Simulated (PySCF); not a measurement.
```xyz
14
charge 0, multiplicity 1
F     2.5043   -2.0540   -0.1495
C     1.2758   -1.6956    0.2593
F     1.4342   -1.0922    1.4560
O     0.7385   -0.8664   -0.6789
C    -0.1006    0.1268   -0.1945
C    -1.5811    0.1650    0.0249
C    -0.8981    1.1835   -0.8465
C     0.1755    1.5591    0.1373
H     0.6896   -2.6205    0.4280
H    -2.1859   -0.5863   -0.4653
H    -1.9530    0.4675    0.9971
H    -1.0848    1.4952   -1.8498
H     1.0883    1.9854   -0.2558
H    -0.1035    1.9320    1.1154
```

Geometry: an image of a reaction path computed with GFN2-xTB, not a minimum.

Work out the structure from the coordinates.

The molecule is C₅H₆F₂O. Its SMILES string is `FC(F)O[C@]12C[C@H]1C2`. Independent rings (smallest set): 2 of 3 members. Among its groups: ether, C–F bond. Coordination, clear cases only: 1 C tetrahedral; 1 O bent.

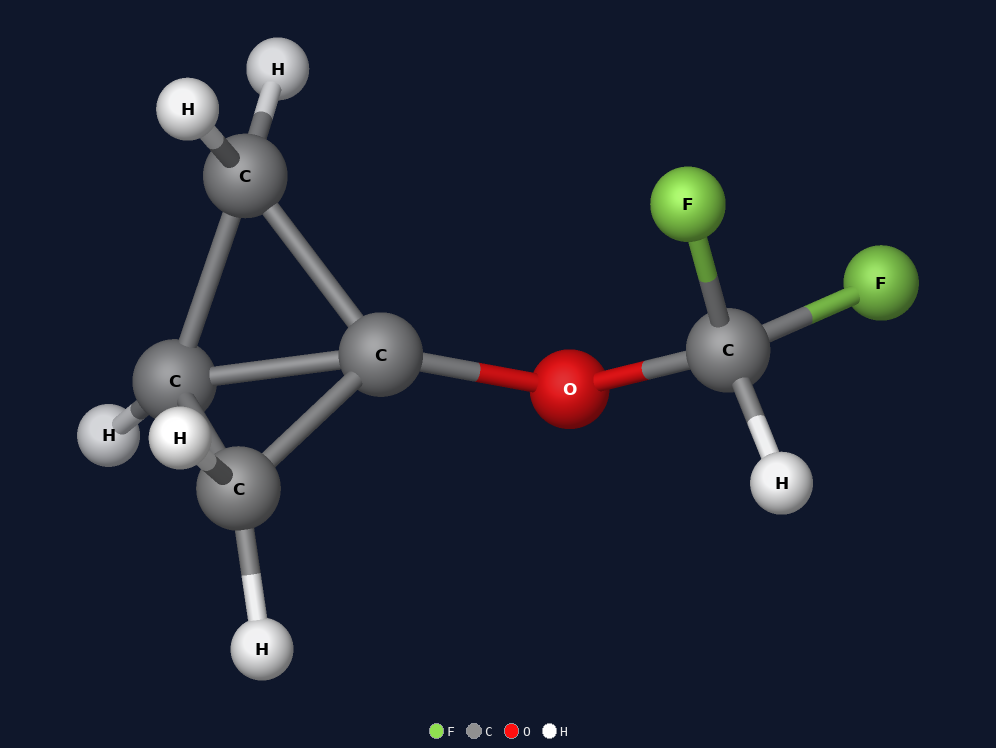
